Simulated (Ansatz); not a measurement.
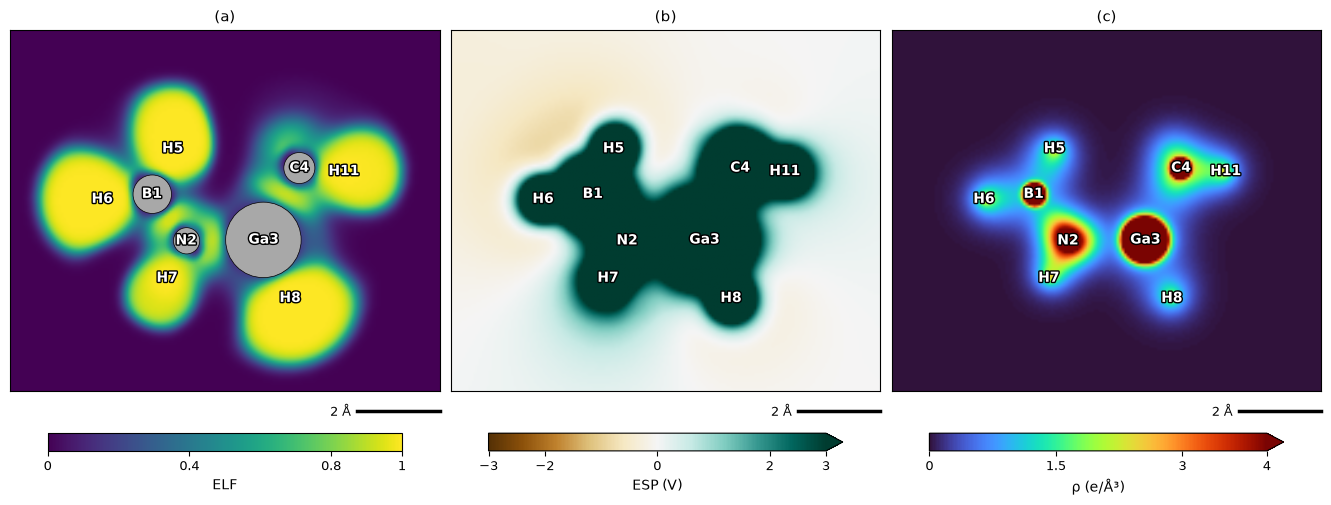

Figure 1: CH7BGaN. (a) ELF; (b) electrostatic potential; (c) electron density on the plane of atoms N2, Ga3 and H8. Grey discs cover the atomic cores in the ELF map.

These are results of Ansatz, RKS r2SCAN-D4/def2-SVP, not measurements.

```xyz
11

B     0.5556    1.5043    1.1047
N     1.0447    0.1939    0.9774
Ga    0.3601   -1.1179   -0.1584
C    -1.1721   -0.6311   -1.2632
H    -0.3973    1.8469    0.4350
H     1.0761    2.2860    1.8726
H     1.8454   -0.0524    1.5572
H     1.1171   -2.4837   -0.0897
H    -1.9966   -0.2685   -0.6291
H    -0.9000    0.1970   -1.9376
H    -1.5331   -1.4745   -1.8689
```

> What does the map show?

- The section cuts through B, N, Ga, C and H sites.
- B–N (1.40 Å): ρ is about 1.9 e/Å³ halfway; the ELF peaks at about 0.95 between the atoms (a short, strongly polar bond).
- Ga–N (1.87 Å): ρ at the midpoint is about 0.83 e/Å³; the ELF peaks at about 0.90 in the valence shell of N, 0.6 Å from its nucleus, and is about 0.35 at the midpoint.
- C–Ga (1.95 Å): the density is about 0.81 e/Å³ at the midpoint; the ELF peaks at about 0.90 in the valence shell of C, 0.7 Å from its nucleus, and is about 0.60 at the midpoint.
- N–H (1.02 Å): ρ at the midpoint is about 2.7 e/Å³; the ELF climbs to about 1 towards the hydrogen, as it does in any bond to H; an ordinary covalent bond to hydrogen.
- C–H (1.10 Å): ρ at the midpoint is about 1.9 e/Å³; the ELF climbs to about 1 towards the hydrogen; an ordinary covalent bond to hydrogen.
- Outside the dense part of the molecule the potential is most negative (−0.8 V) near H6.
